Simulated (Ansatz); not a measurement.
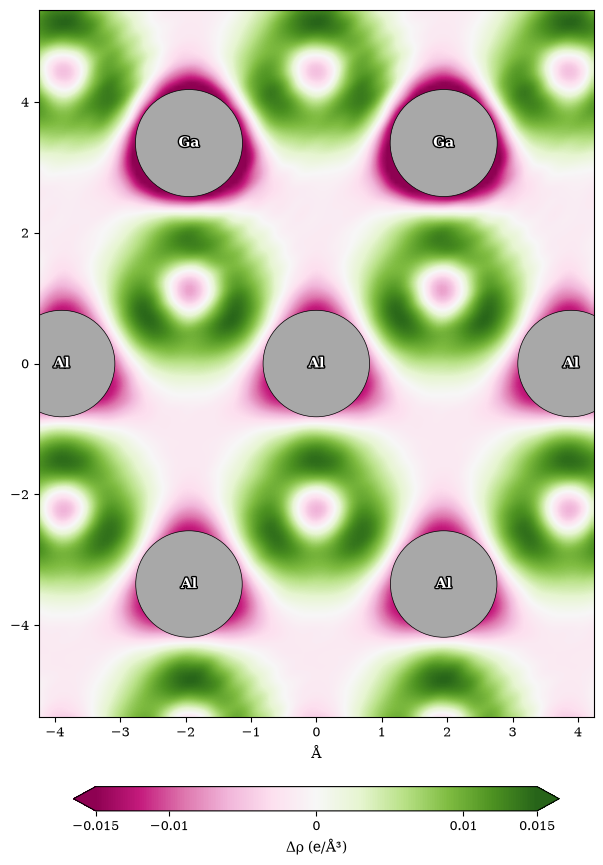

Al$_{2}$GaP$_{3}$. Difference of the valence pseudo-densities of two functionals at the same geometry, on the (110) plane of the calculation cell: one of LDA and r2SCAN less the other.

Space group I-4m2; a structure generated by program, which may or may not match a known phase.

Both computed with Ansatz (plane waves, PAW), on the same k-point mesh. Grey discs cover the atomic cores.

```
Al Ga P
1.0
    -3.89503    3.89503    0.00000
     1.94752   -1.94752    8.25717
     0.00000    3.89503    0.00000
Al Ga P
2 1 3
Direct
  0.66668 0.33335 0.00000
  0.33332 0.66665 0.00000
  0.00000 0.00000 0.00000
  0.91630 0.83259 0.50000
  0.58371 0.16741 0.50000
  0.25000 0.50000 0.50000
```

Q: Which was subtracted from which, and what does the map show?

A: It is r2SCAN less LDA. Against LDA, r2SCAN gives less density around Al (−0.005 e/Å³ on average at 1.0 Å from the nucleus) and less density around Ga (−0.010 e/Å³ on average at 1.0 Å from the nucleus).
